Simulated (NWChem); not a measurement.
## Run report: SiH3Cl, energy and gradient calculation (part 2 of 3)

The same run, continued: SiH3Cl, SMILES [SiH3]Cl; B3LYP/6-31G*, RKS (NWChem 7.3.0). The geometry comes from this level: PBE0-D4/def2-TZVP.

Geometry of the input (Å):
```
Si -0.1120  0.0186  -0.0309
Cl 1.8383  -0.5135  0.3299
H  -0.9509  -0.4883  1.0791
H  -0.5347  -0.5857  -1.3149
H  -0.1908  1.4954  -0.1047
```

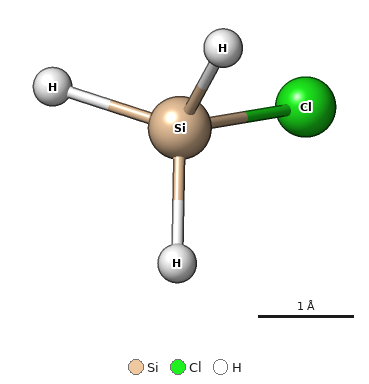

*The structure (ball-and-stick view, seen at a tilt).*

## What the program printed, continued
```
 Vector    3  Occ=2.000000D+00  E=-9.458005D+00
              MO Center=  1.8D+00, -5.1D-01,  3.3D-01, r^2= 6.6D-02
   Bfn.  Coefficient  Atom+Function         Bfn.  Coefficient  Atom+Function
  ----- ------------  ---------------      ----- ------------  ---------------
    21      1.022372  2 Cl s                 20     -0.284621  2 Cl s
    25      0.075411  2 Cl s

 Vector    4  Occ=2.000000D+00  E=-7.219422D+00
              MO Center=  1.8D+00, -5.1D-01,  3.3D-01, r^2= 5.8D-02
   Bfn.  Coefficient  Atom+Function         Bfn.  Coefficient  Atom+Function
  ----- ------------  ---------------      ----- ------------  ---------------
    22      0.940771  2 Cl px                23     -0.256684  2 Cl py
    24      0.174060  2 Cl pz                26      0.028619  2 Cl px

 Vector    5  Occ=2.000000D+00  E=-7.213008D+00
              MO Center=  1.8D+00, -5.1D-01,  3.3D-01, r^2= 5.8D-02
   Bfn.  Coefficient  Atom+Function         Bfn.  Coefficient  Atom+Function
  ----- ------------  ---------------      ----- ------------  ---------------
    23      0.832131  2 Cl py                24      0.522156  2 Cl pz
    22      0.130433  2 Cl px

 Vector    6  Occ=2.000000D+00  E=-7.213007D+00
              MO Center=  1.8D+00, -5.1D-01,  3.3D-01, r^2= 5.8D-02
   Bfn.  Coefficient  Atom+Function         Bfn.  Coefficient  Atom+Function
  ----- ------------  ---------------      ----- ------------  ---------------
    24      0.824094  2 Cl pz                23     -0.472985  2 Cl py
    22     -0.281524  2 Cl px

 Vector    7  Occ=2.000000D+00  E=-5.323872D+00
              MO Center= -1.1D-01,  1.8D-02, -3.1D-02, r^2= 1.1D-01
   Bfn.  Coefficient  Atom+Function         Bfn.  Coefficient  Atom+Function
  ----- ------------  ---------------      ----- ------------  ---------------
     2      1.023439  1 Si s                  1     -0.268058  1 Si s
     6      0.077160  1 Si s

 Vector    8  Occ=2.000000D+00  E=-3.684420D+00
              MO Center= -1.1D-01,  1.9D-02, -3.1D-02, r^2= 1.0D-01
   Bfn.  Coefficient  Atom+Function         Bfn.  Coefficient  Atom+Function
  ----- ------------  ---------------      ----- ------------  ---------------
     3      0.941319  1 Si px                 4     -0.256795  1 Si py
     5      0.174084  1 Si pz                 7      0.031872  1 Si px

 Vector    9  Occ=2.000000D+00  E=-3.680928D+00
              MO Center= -1.1D-01,  1.8D-02, -3.1D-02, r^2= 1.0D-01
   Bfn.  Coefficient  Atom+Function         Bfn.  Coefficient  Atom+Function
  ----- ------------  ---------------      ----- ------------  ---------------
     5      0.970073  1 Si pz                 4      0.151976  1 Si py
     3     -0.137942  1 Si px                 9      0.030704  1 Si pz

 Vector   10  Occ=2.000000D+00  E=-3.680928D+00
              MO Center= -1.1D-01,  1.9D-02, -3.1D-02, r^2= 1.0D-01
   Bfn.  Coefficient  Atom+Function         Bfn.  Coefficient  Atom+Function
  ----- ------------  ---------------      ----- ------------  ---------------
     4      0.945552  1 Si py                 3      0.278034  1 Si px
     5     -0.108599  1 Si pz                 8      0.029928  1 Si py

 Vector   11  Occ=2.000000D+00  E=-8.312987D-01
              MO Center=  1.6D+00, -4.5D-01,  2.9D-01, r^2= 9.0D-01
   Bfn.  Coefficient  Atom+Function         Bfn.  Coefficient  Atom+Function
  ----- ------------  ---------------      ----- ------------  ---------------
    25      0.724552  2 Cl s                 21     -0.365448  2 Cl s
    29      0.300291  2 Cl s                  6      0.147020  1 Si s
     7      0.093721  1 Si px                26     -0.085163  2 Cl px
    20      0.080905  2 Cl s                  2     -0.075996  1 Si s
     3     -0.045751  1 Si px                22      0.035716  2 Cl px

 Vector   12  Occ=2.000000D+00  E=-5.554173D-01
              MO Center=  4.1D-02, -2.3D-02, -2.6D-03, r^2= 2.5D+00
   Bfn.  Coefficient  Atom+Function         Bfn.  Coefficient  Atom+Function
  ----- ------------  ---------------      ----- ------------  ---------------
     6      0.559273  1 Si s                  2     -0.260497  1 Si s
    25     -0.229457  2 Cl s                 26     -0.191364  2 Cl px
    29     -0.142845  2 Cl s                 10      0.139617  1 Si s
    39      0.131406  3 H  s                 41      0.131437  4 H  s
    43      0.131429  5 H  s                 21      0.107653  2 Cl s

 Vector   13  Occ=2.000000D+00  E=-3.964044D-01
              MO Center=  1.2D+00, -3.3D-01,  2.1D-01, r^2= 2.6D+00
   Bfn.  Coefficient  Atom+Function         Bfn.  Coefficient  Atom+Function
  ----- ------------  ---------------      ----- ------------  ---------------
    26      0.567484  2 Cl px                 7     -0.330544  1 Si px
    30      0.228532  2 Cl px                22     -0.224214  2 Cl px
    27     -0.154764  2 Cl py                 3      0.132013  1 Si px
    25      0.128470  2 Cl s                 29      0.118054  2 Cl s
    28      0.104792  2 Cl pz                 8      0.090275  1 Si py

 Vector   14  Occ=2.000000D+00  E=-3.897163D-01
              MO Center=  2.0D-01,  1.1D-01, -2.8D-01, r^2= 2.7D+00
   Bfn.  Coefficient  Atom+Function         Bfn.  Coefficient  Atom+Function
  ----- ------------  ---------------      ----- ------------  ---------------
     8      0.340532  1 Si py                27      0.272985  2 Cl py
    41     -0.204398  4 H  s                 43      0.203636  5 H  s
     9      0.199499  1 Si pz                42     -0.196285  4 H  s
    44      0.195556  5 H  s                 28      0.159968  2 Cl pz
     4     -0.139615  1 Si py                31      0.128545  2 Cl py

 Vector   15  Occ=2.000000D+00  E=-3.897079D-01
              MO Center=  1.4D-02, -1.9D-01,  3.0D-01, r^2= 2.7D+00
   Bfn.  Coefficient  Atom+Function         Bfn.  Coefficient  Atom+Function
  ----- ------------  ---------------      ----- ------------  ---------------
     9      0.337855  1 Si pz                28      0.271032  2 Cl pz
    39      0.235628  3 H  s                 40      0.226286  3 H  s
     8     -0.179572  1 Si py                27     -0.144154  2 Cl py
     5     -0.138517  1 Si pz                32      0.127624  2 Cl pz
    43     -0.118397  5 H  s                 41     -0.117030  4 H  s

 Vector   16  Occ=2.000000D+00  E=-3.183676D-01
              MO Center=  1.3D+00, -2.9D-01,  9.9D-02, r^2= 2.6D+00
   Bfn.  Coefficient  Atom+Function         Bfn.  Coefficient  Atom+Function
  ----- ------------  ---------------      ----- ------------  ---------------
    27      0.546564  2 Cl py                28      0.324800  2 Cl pz
    31      0.308447  2 Cl py                23     -0.213535  2 Cl py
    42      0.197748  4 H  s                 44     -0.195534  5 H  s
    32      0.183297  2 Cl pz                41      0.140047  4 H  s
    43     -0.138479  5 H  s                  8     -0.131384  1 Si py

 Vector   17  Occ=2.000000D+00  E=-3.183629D-01
              MO Center=  1.2D+00, -4.1D-01,  3.4D-01, r^2= 2.6D+00
   Bfn.  Coefficient  Atom+Function         Bfn.  Coefficient  Atom+Function
  ----- ------------  ---------------      ----- ------------  ---------------
    28      0.542131  2 Cl pz                32      0.305950  2 Cl pz
    27     -0.292811  2 Cl py                40     -0.227085  3 H  s
    24     -0.211803  2 Cl pz                26     -0.180215  2 Cl px
    31     -0.165247  2 Cl py                39     -0.160833  3 H  s
     9     -0.130350  1 Si pz                44      0.115454  5 H  s

 Vector   18  Occ=0.000000D+00  E=-9.026363D-03
              MO Center= -1.4D-01,  2.7D-02, -3.7D-02, r^2= 4.3D+00
   Bfn.  Coefficient  Atom+Function         Bfn.  Coefficient  Atom+Function
  ----- ------------  ---------------      ----- ------------  ---------------
    11      1.102442  1 Si px                29     -0.813897  2 Cl s
    30      0.535984  2 Cl px                10      0.429365  1 Si s
     7      0.393348  1 Si px                12     -0.300720  1 Si py
    26      0.281539  2 Cl px                25     -0.205102  2 Cl s
    13      0.203848  1 Si pz                 6      0.199473  1 Si s

 Vector   19  Occ=0.000000D+00  E= 5.917036D-02
              MO Center=  1.0D-01,  2.0D-01, -2.7D-01, r^2= 4.0D+00
   Bfn.  Coefficient  Atom+Function         Bfn.  Coefficient  Atom+Function
  ----- ------------  ---------------      ----- ------------  ---------------
    13      1.274087  1 Si pz                40     -1.142831  3 H  s
    42      0.665258  4 H  s                 12     -0.520943  1 Si py
    44      0.477417  5 H  s                 11     -0.377638  1 Si px
     9      0.353811  1 Si pz                32     -0.279945  2 Cl pz
    18      0.181542  1 Si dyz               16      0.168719  1 Si dxz

 Vector   20  Occ=0.000000D+00  E= 5.918310D-02
              MO Center= -1.1D-01, -2.2D-01,  2.5D-01, r^2= 4.0D+00
   Bfn.  Coefficient  Atom+Function         Bfn.  Coefficient  Atom+Function
  ----- ------------  ---------------      ----- ------------  ---------------
    12      1.276501  1 Si py                44     -1.044044  5 H  s
    42      0.935407  4 H  s                 13      0.592643  1 Si pz
     8      0.354435  1 Si py                31     -0.280492  2 Cl py
    11      0.238568  1 Si px                 9      0.164549  1 Si pz
    27     -0.161418  2 Cl py                32     -0.130221  2 Cl pz

 Vector   21  Occ=0.000000D+00  E= 9.047860D-02
              MO Center= -1.5D-01,  3.0D-02, -3.8D-02, r^2= 3.5D+00
   Bfn.  Coefficient  Atom+Function         Bfn.  Coefficient  Atom+Function
  ----- ------------  ---------------      ----- ------------  ---------------
     6      1.346360  1 Si s                 40     -0.707951  3 H  s
    42     -0.708402  4 H  s                 44     -0.708092  5 H  s
    11     -0.408518  1 Si px                10      0.344685  1 Si s
    30      0.197176  2 Cl px                 2     -0.189204  1 Si s
    26      0.182015  2 Cl px                39     -0.126093  3 H  s

 Vector   22  Occ=0.000000D+00  E= 1.857326D-01
              MO Center= -3.8D-01,  9.3D-02, -8.1D-02, r^2= 5.5D+00
   Bfn.  Coefficient  Atom+Function         Bfn.  Coefficient  Atom+Function
  ----- ------------  ---------------      ----- ------------  ---------------
    10      3.509894  1 Si s                  6     -1.278299  1 Si s
    40     -0.867276  3 H  s                 42     -0.867113  4 H  s
    44     -0.867097  5 H  s                 30      0.484720  2 Cl px
    29     -0.390248  2 Cl s                 11     -0.333229  1 Si px
    25     -0.315218  2 Cl s                  7      0.282871  1 Si px

 Vector   23  Occ=0.000000D+00  E= 2.112142D-01
              MO Center= -2.1D-01,  1.3D-01,  2.7D-02, r^2= 4.4D+00
   Bfn.  Coefficient  Atom+Function         Bfn.  Coefficient  Atom+Function
  ----- ------------  ---------------      ----- ------------  ---------------
     8      1.123332  1 Si py                12     -1.005240  1 Si py
     9     -0.461420  1 Si pz                13      0.412970  1 Si pz
     7      0.391893  1 Si px                11     -0.350738  1 Si px
     4     -0.247551  1 Si py                44     -0.162631  5 H  s
    40      0.137754  3 H  s                  5      0.101685  1 Si pz

 Vector   24  Occ=0.000000D+00  E= 2.112153D-01
              MO Center= -2.3D-01, -3.3D-02, -1.3D-01, r^2= 4.4D+00
   Bfn.  Coefficient  Atom+Function         Bfn.  Coefficient  Atom+Function
  ----- ------------  ---------------      ----- ------------  ---------------
     9      1.168376  1 Si pz                13     -1.045546  1 Si pz
     8      0.507144  1 Si py                12     -0.453785  1 Si py
     5     -0.257477  1 Si pz                42      0.173663  4 H  s
     4     -0.111760  1 Si py                40     -0.107871  3 H  s
    32      0.093443  2 Cl pz                 7     -0.077984  1 Si px

 Vector   25  Occ=0.000000D+00  E= 2.241003D-01
              MO Center=  2.4D-01, -7.7D-02,  3.4D-02, r^2= 4.1D+00
   Bfn.  Coefficient  Atom+Function         Bfn.  Coefficient  Atom+Function
  ----- ------------  ---------------      ----- ------------  ---------------
     7      1.231054  1 Si px                10     -1.107391  1 Si s
    11     -1.010452  1 Si px                40      0.399252  3 H  s
    42      0.399374  4 H  s                 44      0.399310  5 H  s
    29      0.340476  2 Cl s                  8     -0.335840  1 Si py
     6      0.278582  1 Si s                 12      0.275674  1 Si py

 Vector   26  Occ=0.000000D+00  E= 4.012210D-01
              MO Center=  2.1D+00, -5.9D-01,  3.8D-01, r^2= 3.3D+00
   Bfn.  Coefficient  Atom+Function         Bfn.  Coefficient  Atom+Function
  ----- ------------  ---------------      ----- ------------  ---------------
    30      1.121220  2 Cl px                26     -0.872586  2 Cl px
    25     -0.565801  2 Cl s                 10     -0.507150  1 Si s
    29      0.473176  2 Cl s                 31     -0.305906  2 Cl py
    11      0.303625  1 Si px                14      0.291932  1 Si dxx
    40      0.268240  3 H  s                 42      0.268181  4 H  s

 Vector   27  Occ=0.000000D+00  E= 4.601028D-01
              MO Center=  1.4D+00, -3.7D-01,  2.2D-01, r^2= 3.2D+00
   Bfn.  Coefficient  Atom+Function         Bfn.  Coefficient  Atom+Function
  ----- ------------  ---------------      ----- ------------  ---------------
    32      1.022749  2 Cl pz                28     -0.922319  2 Cl pz
    18     -0.547316  1 Si dyz               31     -0.491500  2 Cl py
    27      0.443237  2 Cl py                13     -0.373510  1 Si pz
    30     -0.323359  2 Cl px                16      0.318804  1 Si dxz
    26      0.291599  2 Cl px                24      0.240197  2 Cl pz

 Vector   28  Occ=0.000000D+00  E= 4.601087D-01
              MO Center=  1.4D+00, -4.0D-01,  2.6D-01, r^2= 3.2D+00
   Bfn.  Coefficient  Atom+Function         Bfn.  Coefficient  Atom+Function
  ----- ------------  ---------------      ----- ------------  ---------------
    31      1.028187  2 Cl py                27     -0.927200  2 Cl py
    15      0.601170  1 Si dxy               32      0.550593  2 Cl pz
    28     -0.496516  2 Cl pz                12     -0.375499  1 Si py
    16      0.290568  1 Si dxz               23      0.241467  2 Cl py
    13     -0.201083  1 Si pz                18     -0.195136  1 Si dyz
```
